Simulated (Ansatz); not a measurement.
Run report: CH₇BFNOSi, nudged elastic band (part 1 of 2)

System: CH₇BFNOSi.
Method: RKS revPBE/6-31G (Ansatz 0.2.0).

It belongs to a series of runs on one base structure; here: band between the two ends.

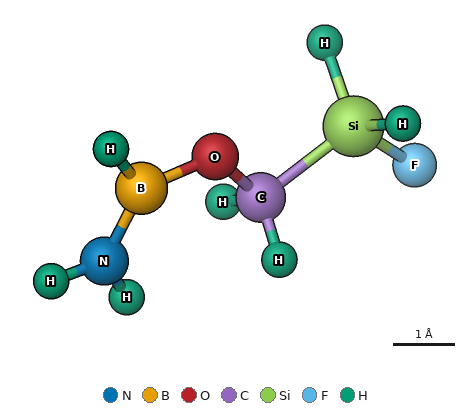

Fig. 1: The input geometry (ball-and-stick view, seen at a tilt).

**Key numbers**

```json
{"quantity": "outcome", "value": "converged"}
{"quantity": "barrier, forward", "value": "0.342 eV"}
{"quantity": "barrier, backward", "value": "0.409 eV"}
{"quantity": "hardware", "value": "1 thread of an x86-64 CPU, shared host"}
{"quantity": "wall time", "value": "6.1 min"}
{"quantity": "peak memory", "value": "0.25 GiB"}
```

**Remarks**

The order of the saddle point was not checked.

**Input**
```yaml
crystal:
  periodic: [false, false, false]
  atoms:
    - { symbol: "N", position_ang: [-0.457585, -2.437905, 0.227474] }
    - { symbol: B, position_ang: [-0.086184, -1.44094, 1.165915] }
    - { symbol: O, position_ang: [0.130353, -0.084906, 0.83058] }
    - { symbol: C, position_ang: [-0.014803, 0.416218, -0.55426] }
    - { symbol: Si, position_ang: [0.410389, 2.291444, -0.359775] }
    - { symbol: F, position_ang: [0.290653, 3.054131, -1.907478] }
    - { symbol: H, position_ang: [-0.60395, -2.279865, -0.767486] }
    - { symbol: H, position_ang: [-0.600925, -3.400173, 0.521498] }
    - { symbol: H, position_ang: [0.066373, -1.711619, 2.325755] }
    - { symbol: H, position_ang: [0.687199, -0.095565, -1.23992] }
    - { symbol: H, position_ang: [-1.045517, 0.264641, -0.927691] }
    - { symbol: H, position_ang: [-0.586878, 2.946616, 0.567707] }
    - { symbol: H, position_ang: [1.831174, 2.443123, 0.132581] }
basis:
  gaussian: { orbitals: "6-31G" }
hamiltonian:
  xc: revpbe
neb:
  order_check: false
  images: 9
  f_tol: 0.05
  max_iterations: 33
  final_atoms:
    - { symbol: "N", position_ang: [0.06451485, -2.51232073, 1.11955895] }
    - { symbol: B, position_ang: [-0.52720495, -1.44906418, 0.4001779] }
    - { symbol: O, position_ang: [0.32498704, -0.56022685, -0.29502154] }
    - { symbol: C, position_ang: [-0.208198, 0.58209442, -1.05917823] }
    - { symbol: Si, position_ang: [0.54834789, 2.13327139, -0.18193294] }
    - { symbol: F, position_ang: [0.00829459, 3.57732483, -0.96650747] }
    - { symbol: H, position_ang: [1.07161734, -2.65809484, 1.15169768] }
    - { symbol: H, position_ang: [-0.48764018, -3.19035198, 1.63515805] }
    - { symbol: H, position_ang: [-1.72510677, -1.30263546, 0.3762082] }
    - { symbol: H, position_ang: [0.13320354, 0.49149878, -2.1042516] }
    - { symbol: H, position_ang: [-1.31392518, 0.59504232, -1.05041707] }
    - { symbol: H, position_ang: [0.07331438, 2.16568142, 1.25476697] }
    - { symbol: H, position_ang: [2.05809445, 2.09298088, -0.26535888] }
  initial_path:
    images:
      - { positions_ang: [[-0.457585, -2.437905, 0.227474], [-0.086184, -1.44094, 1.165915], [0.130353, -0.084906, 0.83058], [-0.014803, 0.416218, -0.55426], [0.410389, 2.291444, -0.359775], [0.290653, 3.054131, -1.907478], [-0.60395, -2.279865, -0.767486], [-0.600925, -3.400173, 0.521498], [0.066373, -1.711619, 2.325755], [0.687199, -0.095565, -1.23992], [-1.045517, 0.264641, -0.927691], [-0.586878, 2.946616, 0.567707], [1.831174, 2.443123, 0.132581]] }
      - { positions_ang: [[-0.34786381, -2.50994235, 0.26655655], [-0.12502869, -1.43300346, 1.12338983], [0.21291412, -0.11897447, 0.77837987], [0.00435174, 0.42756876, -0.5440631], [0.42133489, 2.29172642, -0.35547152], [0.20836242, 3.07593825, -1.85836485], [-0.50043556, -2.36705572, -0.7391867], [-0.61327954, -3.40030669, 0.57207407], [-0.18307292, -1.61784931, 2.21390556], [0.64256715, -0.04958173, -1.27384496], [-1.05558325, 0.28831329, -0.85506644], [-0.48727229, 2.92933304, 0.6372612], [1.84330474, 2.44903396, 0.0493305]] }
      - { positions_ang: [[-0.23814263, -2.5819797, 0.30563911], [-0.16387338, -1.42506692, 1.08086466], [0.29547524, -0.15304295, 0.72617973], [0.02350647, 0.43891952, -0.53386621], [0.43228078, 2.29200884, -0.35116804], [0.12607184, 3.0977455, -1.8092517], [-0.39692112, -2.45424644, -0.71088741], [-0.62563408, -3.40044038, 0.62265014], [-0.43251884, -1.52407962, 2.10205611], [0.59793531, -0.00359845, -1.30776991], [-1.0656495, 0.31198559, -0.78244189], [-0.38766657, 2.91205008, 0.7068154], [1.85543548, 2.45494492, -0.03392]] }
      - { positions_ang: [[-0.12842144, -2.65401705, 0.34472166], [-0.20271807, -1.41713038, 1.03833949], [0.37803636, -0.18711142, 0.6739796], [0.04266121, 0.45027028, -0.52366931], [0.44322667, 2.29229126, -0.34686457], [0.04378127, 3.11955275, -1.76013855], [-0.29340668, -2.54143716, -0.68258811], [-0.63798862, -3.40057407, 0.67322621], [-0.68196476, -1.43030993, 1.99020667], [0.55330346, 0.04238482, -1.34169487], [-1.07571575, 0.33565788, -0.70981733], [-0.28806086, 2.89476712, 0.7763696], [1.86756621, 2.46085589, -0.1171705]] }
      - { positions_ang: [[-0.01870025, -2.7260544, 0.38380422], [-0.24156276, -1.40919384, 0.99581432], [0.46059748, -0.22117989, 0.62177946], [0.06181594, 0.46162104, -0.51347242], [0.45417256, 2.29257368, -0.34256109], [-0.03850931, 3.14136001, -1.7110254], [-0.18989224, -2.62862788, -0.65428882], [-0.65034316, -3.40070776, 0.72380229], [-0.93141067, -1.33654023, 1.87835723], [0.50867161, 0.08836809, -1.37561982], [-1.08578201, 0.35933018, -0.63719277], [-0.18845515, 2.87748417, 0.8459238], [1.87969695, 2.46676685, -0.200421]] }
      - { positions_ang: [[0.09102094, -2.79809175, 0.42288677], [-0.28040745, -1.4012573, 0.95328915], [0.5431586, -0.25524837, 0.56957933], [0.08097068, 0.4729718, -0.50327552], [0.46511846, 2.2928561, -0.33825761], [-0.12079989, 3.16316726, -1.66191225], [-0.08637779, -2.7158186, -0.62598952], [-0.66269771, -3.40084145, 0.77437836], [-1.18085659, -1.24277054, 1.76650778], [0.46403976, 0.13435137, -1.40954478], [-1.09584826, 0.38300247, -0.56456822], [-0.08884943, 2.86020121, 0.915478], [1.89182769, 2.47267781, -0.2836715]] }
      - { positions_ang: [[0.08571972, -2.74093755, 0.56222121], [-0.32976695, -1.41081868, 0.8426669], [0.49952429, -0.31624406, 0.39665915], [0.02313694, 0.49479632, -0.61445607], [0.48176434, 2.26093916, -0.30699268], [-0.09498099, 3.24599877, -1.52283129], [0.14522123, -2.70427385, -0.27045208], [-0.6276862, -3.35874355, 0.9465343], [-1.28970663, -1.25474352, 1.48844787], [0.39787252, 0.20578085, -1.54848614], [-1.13946364, 0.42541044, -0.66173799], [-0.05641667, 2.72129725, 0.98333579], [1.92508104, 2.39673843, -0.28000897]] }
      - { positions_ang: [[0.0804185, -2.68378334, 0.70155564], [-0.37912645, -1.42038005, 0.73204465], [0.45588998, -0.37723976, 0.22373898], [-0.03469679, 0.51662084, -0.72563661], [0.49841023, 2.22902222, -0.27572774], [-0.0691621, 3.32883028, -1.38375034], [0.37682026, -2.69272909, 0.08508536], [-0.5926747, -3.31664566, 1.11869023], [-1.39855666, -1.26671651, 1.21038795], [0.33170527, 0.27721033, -1.68742751], [-1.18307902, 0.46781841, -0.75890776], [-0.02398391, 2.58239329, 1.05119358], [1.95833439, 2.32079904, -0.27634645]] }
      - { positions_ang: [[0.07511728, -2.62662914, 0.84089008], [-0.42848595, -1.42994143, 0.6214224], [0.41225567, -0.43823546, 0.05081881], [-0.09253053, 0.53844537, -0.83681715], [0.51505612, 2.19710527, -0.24446281], [-0.0433432, 3.4116618, -1.24466938], [0.60841929, -2.68118434, 0.4406228], [-0.55766319, -3.27454777, 1.29084617], [-1.5074067, -1.27868949, 0.93232803], [0.26553803, 0.34863982, -1.82636887], [-1.22669441, 0.51022638, -0.85607753], [0.00844885, 2.44348934, 1.11905138], [1.99158774, 2.24485965, -0.27268393]] }
      - { positions_ang: [[0.06981607, -2.56947494, 0.98022452], [-0.47784545, -1.4395028, 0.51080015], [0.36862135, -0.49923115, -0.12210136], [-0.15036427, 0.56026989, -0.94799769], [0.53170201, 2.16518833, -0.21319788], [-0.0175243, 3.49449331, -1.10558843], [0.84001831, -2.66963959, 0.79616024], [-0.52265168, -3.23244987, 1.46300211], [-1.61625674, -1.29066247, 0.65426811], [0.19937078, 0.4200693, -1.96531024], [-1.27030979, 0.55263435, -0.9532473], [0.04088161, 2.30458538, 1.18690917], [2.0248411, 2.16892027, -0.26902141]] }
      - { positions_ang: [[0.06451485, -2.51232073, 1.11955895], [-0.52720495, -1.44906418, 0.4001779], [0.32498704, -0.56022685, -0.29502154], [-0.208198, 0.58209442, -1.05917823], [0.54834789, 2.13327139, -0.18193294], [0.00829459, 3.57732483, -0.96650747], [1.07161734, -2.65809484, 1.15169768], [-0.48764018, -3.19035198, 1.63515805], [-1.72510677, -1.30263546, 0.3762082], [0.13320354, 0.49149878, -2.1042516], [-1.31392518, 0.59504232, -1.05041707], [0.07331438, 2.16568142, 1.25476697], [2.05809445, 2.09298088, -0.26535888]] }
```

Launch command:
```bash
ansatz run input.yaml --threads 1 --pin off --max-ram 2048MiB --backend cpu --events-out ev --progress --plain --runs-dir out
```

**Log**
```
Engine: ansatz 0.2.0, x86_64-unknown-linux-gnu
Functional definition: revPBE
  parameter kappa = 1.245
  parameter beta = 0.06672455060314922
  exchange = pbe_x(kappa = kappa, mu = beta*pi^2/3)
  correlation = pbe_c(beta = beta)
985 factors; integrals over basis functions are off by at most 2.3e-4 eV
mean field evaluation 1: about -15944.2927 eV, gradient 7.1e1 eV
mean field evaluation 2: about -15921.0050 eV, gradient 1.3e2 eV
mean field evaluation 4: about -15954.2478 eV, gradient 8.7e0 eV
mean field evaluation 8: about -15954.3929 eV, gradient 2.8e-1 eV
mean field evaluation 16: about -15954.3931 eV, gradient 3.3e-5 eV
mean field -15954.39311151 eV, -586.3131325718 hartree, gradient 3.3e-5 eV, S^2 0.000000; 0 other end points of the search recorded, 0 dependent functions left out
the calculation of the forces begins
reference -15954.39316132 eV, -586.3131344026 hartree; 28, 28 occupied and 44, 44 virtual orbitals, 985 factors
985 factors; integrals over basis functions are off by at most 2.1e-4 eV
mean field evaluation 32: about -15954.4609 eV, gradient 2.8e-5 eV
mean field -15954.46091139 eV, -586.3156241717 hartree, gradient 2.8e-5 eV, S^2 0.000000; 0 other end points of the search recorded, 0 dependent functions left out
[... from here on the field's lines of each further geometry are left out, up to the last ...]
NEB iter   1: max|band force component| = 4.388e1 eV/Å  barrier→ = 7.4647 eV  barrier← = 7.5325 eV  Δτ_max = 0.2000 Å  (289 SCF iters)
NEB iter   2: max|band force component| = 3.483e0 eV/Å  barrier→ = 1.0988 eV  barrier← = 1.1666 eV  Δτ_max = 0.1999 Å  (265 SCF iters)
NEB iter   3: max|band force component| = 1.287e0 eV/Å  barrier→ = 0.5858 eV  barrier← = 0.6536 eV  Δτ_max = 0.1997 Å  (255 SCF iters)
NEB iter   4: max|band force component| = 1.506e0 eV/Å  barrier→ = 0.4183 eV  barrier← = 0.4861 eV  Δτ_max = 0.1015 Å  (270 SCF iters)
NEB iter   5: max|band force component| = 6.440e-1 eV/Å  barrier→ = 0.3504 eV  barrier← = 0.4182 eV  Δτ_max = 0.0790 Å  (253 SCF iters)
NEB iter   6: max|band force component| = 4.416e-1 eV/Å  barrier→ = 0.3451 eV  barrier← = 0.4129 eV  CI = image 4  Δτ_max = 0.1039 Å  (253 SCF iters)
NEB iter   7: max|band force component| = 3.239e-1 eV/Å  barrier→ = 0.3523 eV  barrier← = 0.4201 eV  CI = image 4  Δτ_max = 0.0531 Å  (249 SCF iters)
NEB iter   8: max|band force component| = 1.276e-1 eV/Å  barrier→ = 0.3517 eV  barrier← = 0.4195 eV  CI = image 4  Δτ_max = 0.1090 Å  (255 SCF iters)
NEB iter   9: max|band force component| = 1.273e-1 eV/Å  barrier→ = 0.3511 eV  barrier← = 0.4189 eV  CI = image 4  Δτ_max = 0.0485 Å  (252 SCF iters)
NEB iter  10: max|band force component| = 9.398e-2 eV/Å  barrier→ = 0.3503 eV  barrier← = 0.4181 eV  CI = image 4  Δτ_max = 0.0747 Å  (238 SCF iters)
NEB iter  11: max|band force component| = 8.809e-2 eV/Å  barrier→ = 0.3489 eV  barrier← = 0.4167 eV  CI = image 4  Δτ_max = 0.1064 Å  (247 SCF iters)
NEB iter  12: max|band force component| = 1.844e-1 eV/Å  barrier→ = 0.3476 eV  barrier← = 0.4154 eV  CI = image 4  Δτ_max = 0.0535 Å  (243 SCF iters)
NEB iter  13: max|band force component| = 2.112e-1 eV/Å  barrier→ = 0.3452 eV  barrier← = 0.4130 eV  CI = image 4  Δτ_max = 0.0267 Å  (246 SCF iters)
NEB iter  14: max|band force component| = 1.055e-1 eV/Å  barrier→ = 0.3445 eV  barrier← = 0.4123 eV  CI = image 4  Δτ_max = 0.0267 Å  (250 SCF iters)
NEB iter  15: max|band force component| = 8.614e-2 eV/Å  barrier→ = 0.3437 eV  barrier← = 0.4115 eV  CI = image 4  Δτ_max = 0.0267 Å  (237 SCF iters)
NEB iter  16: max|band force component| = 3.158e-2 eV/Å  barrier→ = 0.3429 eV  barrier← = 0.4107 eV  CI = image 4  Δτ_max = 0.0483 Å  (242 SCF iters)
the calculation of the forces begins
reference -15954.45070191 eV, -586.3152489800 hartree; 28, 28 occupied and 44, 44 virtual orbitals, 985 factors
985 factors; integrals over basis functions are off by at most 2.0e-4 eV
mean field evaluation 1280: about -15954.0516 eV, gradient 2.3e-4 eV
mean field -15954.05161613 eV, -586.3005828481 hartree, gradient 1.1e-5 eV, S^2 0.000000; 1 other end points of the search recorded, 0 dependent functions left out
the calculation of the forces begins
reference -15954.05166610 eV, -586.3005846847 hartree; 28, 28 occupied and 44, 44 virtual orbitals, 985 factors
NEB iter  17: max|band force component| = 3.958e-2 eV/Å  barrier→ = 0.3415 eV  barrier← = 0.4093 eV  CI = image 4  Δτ_max = 0.0000 Å  (271 SCF iters)
```

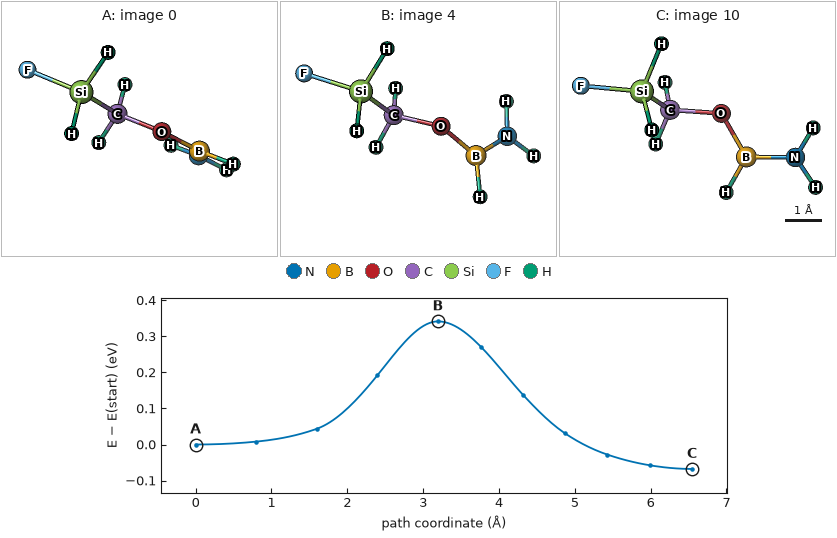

Fig. 2: Images of the last band (counted from 0; ball-and-stick, seen at a tilt) above the energy along the path; the line is a cubic interpolation that uses the forces. The highest image is number 4, 0.341 eV above the start and 0.409 eV above the end (the climbing image); the end lies 0.068 eV below the start. The path is 6.54 Å long. The band converged in 17 iterations.
